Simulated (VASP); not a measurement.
Band structure of Cd (hcp). Method: PBE GGA, VASP's PBE PAW potentials (set 64) (plane waves; VASP).

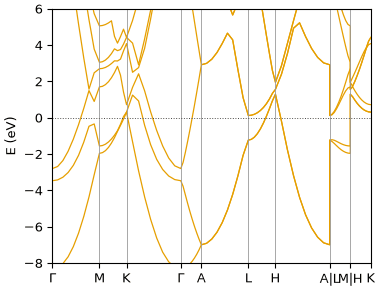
Figure: Bands along high-symmetry lines, zero at the valence-band maximum or, without a gap, the Fermi level

Read the plot: is there a gap, and where are the band edges?

It has no gap at this level: it comes out as a metal or semimetal. (Edges off the drawn lines would not show.)

The compound is Cd in the hcp structure. It was relaxed first, which changed the volume by +7 %.
